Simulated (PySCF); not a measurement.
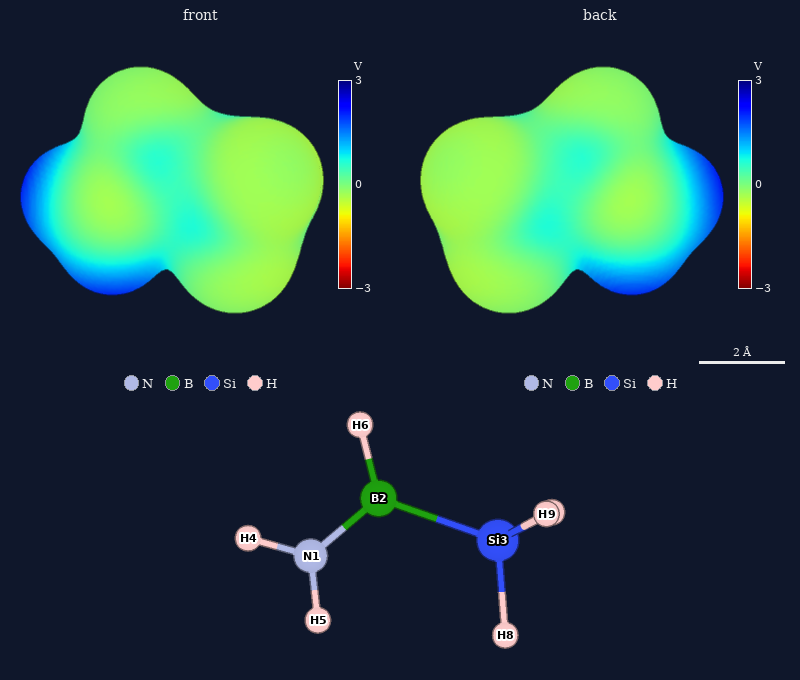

The picture shows: BH6NSi (SMILES NB[SiH3]). The electrostatic potential painted on the density surface at 0.002 e/bohr³, seen from the front and from behind; the colour scale runs from red (negative) to blue (positive). The bare structure is drawn below in the same view.

Geometry: GFN2-xTB.

Level of theory: PBE0/def2-SVPD, SCF density, gas phase (PySCF).

| atom | x (Å) | y (Å) | z (Å) |
| --- | --- | --- | --- |
| N | 1.5602 | -0.2697 | -0.2706 |
| B | 0.4982 | -0.2945 | 0.6114 |
| Si | -1.2809 | 0.3052 | 0.0454 |
| H | 2.4966 | -0.5647 | -0.0408 |
| H | 1.4889 | 0.0474 | -1.2246 |
| H | 0.7362 | -0.6934 | 1.6949 |
| H | -2.3283 | -0.7272 | 0.1278 |
| H | -1.3375 | 0.7638 | -1.3584 |
| H | -1.8197 | 1.4391 | 0.8168 |

Q: Describe the electrostatic potential map.

A: The most negative region (about −0.4 V) lies over H7, H8 and H9, the most positive (about +2.0 V) over H4 and H5.
